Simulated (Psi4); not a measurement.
**C2H3ClSi (SMILES ClC1=C[SiH2]1) at revPBE/def2-SVP**

What is the vertical singlet–triplet gap of C2H3ClSi at revPBE/def2-SVP? 

The results are computed with Psi4 1.11.

## (1) The structure to begin with

C2H3ClSi: 7 atoms, total charge 0, spin state singlet. SMILES: `ClC1=C[SiH2]1`. The coordinates come from a PBE0-D4/def2-TZVP relaxation.

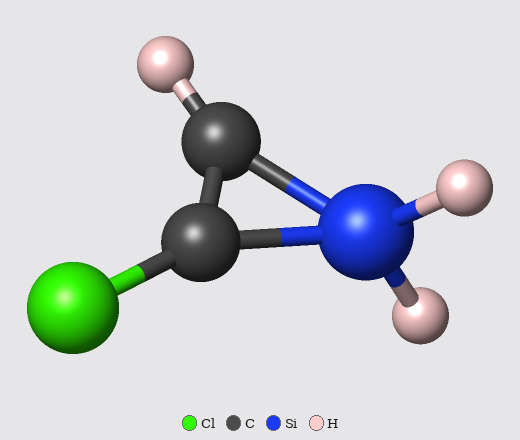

The structure, seen from a chosen angle (chlorine green, carbon dark grey, silicon blue, hydrogen pink).

## (2) A single-point energy at revPBE/def2-SVP

File calc.dat:

```
memory 2.2 GB

molecule system {
  0 1
  Cl
  C 1 R2
  C 2 R3 1 A3
  Si 2 R4 3 A4 1 D4
  H 3 R5 2 A5 1 D5
  H 4 R6 2 A6 3 D6
  H 4 R7 6 A7 2 D7

  R2 = 1.700178
  R3 = 1.326522
  A3 = 135.75685
  R4 = 1.803695
  A4 = 69.15107
  D4 = -179.99348
  R5 = 1.081908
  A5 = 137.03582
  D5 = -0.01735
  R6 = 1.482168
  A6 = 121.61847
  D6 = -104.00628
  R7 = 1.482195
  A7 = 111.42705
  D7 = 154.5628
  symmetry c1
}

set basis def2-SVP
set puream true
set e_convergence 1e-09
set d_convergence 1e-08
set scf_type pk
set dft_radial_points 99
set dft_spherical_points 590

energy_value, wavefunction = energy("revpbe", return_wfn=True)
oeprop(wavefunction, "MULLIKEN_CHARGES", "WIBERG_LOWDIN_INDICES", "QUADRUPOLE")
```

Command:

```console
$ psi4 -n 1 calc.dat calc.out
```

calc.out:

```text
[...]
  Running in c1 symmetry.
[...]
  Nuclear repulsion =  179.922319628829285
[...]
  Multiplicity = 1
[...]
  Nalpha       = 23
  Nbeta        = 23
[...]
    Number of basis functions: 79
[...]
   @RKS iter   1:  -826.70845757717086    4.01369e-01   1.13036e-02 ADIIS/DIIS
[...]
   @RKS iter  12:  -827.17302522537489   -2.38742e-12   4.47995e-09 DIIS
[...]
    Orbital Energies [Eh]
    ---------------------
    Doubly Occupied:
       1A   -100.666418     2A    -65.430856     3A     -9.961799
       4A     -9.923228     5A     -9.190194     6A     -7.015783
       7A     -7.004779     8A     -7.003225     9A     -5.075258
      10A     -3.484864    11A     -3.484450    12A     -3.482723
      13A     -0.803727    14A     -0.717094    15A     -0.493956
      16A     -0.470276    17A     -0.423857    18A     -0.353953
      19A     -0.341230    20A     -0.309282    21A     -0.268998
      22A     -0.241252    23A     -0.236715
[...]
  @RKS Final Energy:  -827.17302522537489
   => Energetics <=
    Nuclear Repulsion Energy =            179.9223196288292854
    One-Electron Energy =               -1497.9193917531424631
    Two-Electron Energy =                 551.7586847846008595
    DFT Exchange-Correlation Energy =     -60.9346378856625250
    Empirical Dispersion Energy =           0.0000000000000000
    VV10 Nonlocal Energy =                  0.0000000000000000
    Total Energy =                       -827.1730252253748858
[...]
 Multipole Moments:
 ------------------------------------------------------------------------------------
     Multipole            Electronic (a.u.)      Nuclear  (a.u.)        Total (a.u.)
 ------------------------------------------------------------------------------------
 L = 1.  Multiply by 2.5417464519 to convert [e a0] to [Debye]
 Dipole X            :         -0.0002258            0.0002061           -0.0000197
 Dipole Y            :         -0.5497266            0.4612308           -0.0884958
 Dipole Z            :         -6.2539795            6.6119646            0.3579851
 Magnitude           :                                                    0.3687612
 L = 2.  Multiply by 1.3450342976 to convert [e a0^2] to [Debye ang]
 Quadrupole XX       :        -39.4464020           10.7110947          -28.7353073
 Quadrupole XY       :         -0.0086352            0.0090094            0.0003742
[...]
  Mulliken Charges: (a.u.)
   Center  Symbol    Alpha    Beta     Spin     Total
       1    CL     8.53744  8.53744  0.00000 -0.07487
       2     C     3.00651  3.00651  0.00000 -0.01301
       3     C     3.06612  3.06612  0.00000 -0.13225
       4    SI     6.83610  6.83610  0.00000  0.32780
       5     H     0.49288  0.49288  0.00000  0.01425
       6     H     0.53048  0.53048  0.00000 -0.06096
       7     H     0.53048  0.53048  0.00000 -0.06096
   Total alpha = 23.00000, Total beta = 23.00000, Total charge =  0.00000
  Wiberg Bond Indices using Orthogonal Lowdin Orbitals:
[...]
```

Wall time 9 s (1 thread of Intel Xeon 6975P-C (Granite Rapids), shared host); peak memory 1 GiB.

## (3) The triplet: energy and gradient at U-revPBE/def2-SVP

File c2h3clsi.py:

```python
import psi4

psi4.set_memory('2200 MB')
psi4.set_num_threads(1)
psi4.set_output_file('psi4.out', False)

molecule = psi4.geometry("""
0 3
Cl    -1.169200    -2.293300     0.411500
C     -0.358000    -0.819900     0.163200
C      0.836800    -0.330000     0.466700
Si    -0.185900     0.871600    -0.438900
H      1.727500    -0.673800     0.975600
H     -0.837800     2.011300     0.248800
H      0.047800     1.166200    -1.872600
symmetry c1
""")

options = {'basis': 'def2-SVP', 'reference': 'uks', 'puream': True, 'e_convergence': 1e-09, 'd_convergence': 1e-08, 'scf_type': 'pk', 'dft_radial_points': 99, 'dft_spherical_points': 590, 'maxiter': 100}
psi4.set_options(options)

e_tot, wfn = psi4.gradient('revpbe', return_wfn=True)
psi4.oeprop(wfn, 'LOWDIN_CHARGES', 'QUADRUPOLE', 'MULLIKEN_CHARGES', title='REVPBE')
print('gradient / Eh bohr^-1')
print(e_tot.np.round(6))
print(f'energy = {wfn.energy():.10f} Eh')
for k, v in sorted(psi4.core.scalar_variables().items()):
    print(f'{k:45s} {v:18.10f}')
```

Command:

```console
$ python c2h3clsi.py
```

psi4.out, shortened:

```text
[...]
  Running in c1 symmetry.
[...]
  Nuclear repulsion =  179.922318629891919
[...]
  Multiplicity = 3
[...]
  Nalpha       = 24
  Nbeta        = 22
[...]
    Number of basis functions: 79
[...]
   @UKS iter   1:  -826.09682887262932    1.01300e+00   1.50581e-02 ADIIS/DIIS
[...]
   @UKS iter  17:  -827.00321248717910   -1.93268e-12   3.61951e-09 DIIS
[...]
   @S^2 Observed:                2.009720093E+00
[...]
  @UKS Final Energy:  -827.00321248717910
   => Energetics <=
    Nuclear Repulsion Energy =            179.9223186298919188
    One-Electron Energy =               -1497.6361513663389360
    Two-Electron Energy =                 551.6730752091855265
    DFT Exchange-Correlation Energy =     -60.9624549599175367
    Empirical Dispersion Energy =           0.0000000000000000
    VV10 Nonlocal Energy =                  0.0000000000000000
    Total Energy =                       -827.0032124871790984
[...]
  -Total Gradient:
     Atom            X                  Y                   Z
    ------   -----------------  -----------------  -----------------
       1        0.000504790233     0.004181781765    -0.001446297280
       2        0.172731431462     0.068821230466     0.044657925979
       3       -0.171275797424    -0.055696929976    -0.049278439283
       4        0.008861973530    -0.011817939211     0.008416557195
       5       -0.010299497516    -0.000309701948    -0.004185962332
       6        0.002225456106    -0.004964615681    -0.005042841739
       7       -0.002748222091    -0.000207767813     0.006876702739
[...]
 Multipole Moments:
 ------------------------------------------------------------------------------------
     Multipole            Electronic (a.u.)      Nuclear  (a.u.)        Total (a.u.)
 ------------------------------------------------------------------------------------
[...]
  Mulliken Charges: (a.u.)
   Center  Symbol    Alpha    Beta     Spin     Total
       1    CL     8.61598  8.39186  0.22412 -0.00784
       2     C     3.44357  2.63808  0.80549 -0.08165
       3     C     3.58793  2.56982  1.01811 -0.15775
       4    SI     6.78929  6.90024 -0.11095  0.31047
       5     H     0.47121  0.51865 -0.04744  0.01014
       6     H     0.54601  0.49068  0.05534 -0.03669
       7     H     0.54602  0.49067  0.05534 -0.03669
   Total alpha = 24.00000, Total beta = 22.00000, Total charge =  0.00000
  Lowdin Charges: (a.u.)
[...]
```

Standard output:

```text
gradient / Eh bohr^-1
[[ 0.000505  0.004182 -0.001446]
 [ 0.172731  0.068821  0.044658]
 [-0.171276 -0.055697 -0.049278]
 [ 0.008862 -0.011818  0.008417]
 [-0.010299 -0.00031  -0.004186]
 [ 0.002225 -0.004965 -0.005043]
 [-0.002748 -0.000208  0.006877]]
energy = -827.0032124872 Eh
CURRENT ENERGY                                   -827.0032124872
CURRENT REFERENCE ENERGY                         -827.0032124872
DD SOLVATION ENERGY                                 0.0000000000
DFT FUNCTIONAL TOTAL ENERGY                      -827.0032124872
DFT TOTAL ENERGY                                 -827.0032124872
DFT VV10 ENERGY                                     0.0000000000
DFT XC ENERGY                                     -60.9624549599
GRID ELECTRONS ALPHA                               24.0000000157
GRID ELECTRONS BETA                                22.0000000304
GRID ELECTRONS TOTAL                               46.0000000461
NUCLEAR REPULSION ENERGY                          179.9223186299
ONE-ELECTRON ENERGY                             -1497.6361513663
PCM POLARIZATION ENERGY                             0.0000000000
PE ENERGY                                           0.0000000000
SCF ITERATION ENERGY                             -827.0032124872
SCF ITERATIONS                                     17.0000000000
SCF TOTAL ENERGY                                 -827.0032124872
TWO-ELECTRON ENERGY                               551.6730752092
XC GRID RADIAL POINTS                              99.0000000000
XC GRID SPHERICAL POINTS                          590.0000000000
XC GRID TOTAL POINTS                           386699.0000000000
```

Run time: 19 s. Hardware: 1 thread of Intel Xeon 6975P-C (Granite Rapids), shared host; peak memory 1 GiB.

## (4) Results

Level: revPBE/def2-SVP.

```
                                        quantity          value
                           singlet: total energy  -827.17303 Eh
                          singlet: dipole moment         0.94 D
                            singlet: HOMO energy       -6.44 eV
                            singlet: LUMO energy       -1.15 eV
                          singlet: HOMO–LUMO gap        5.29 eV
                           triplet: total energy  -827.00321 Eh
                          triplet: dipole moment         0.86 D
     triplet: HOMO energy (highest over α and β)       -1.93 eV
                                   triplet: ⟨S²⟩          2.010
               triplet: largest force on an atom     9.833 eV/Å
vertical energy of the triplet above the singlet       4.621 eV
```

At this shape the triplet lies 4.62 eV (107 kcal/mol) above the singlet. Mulliken charges (triplet) run from -0.16 on C3 to +0.31 on Si4; they depend strongly on the basis.
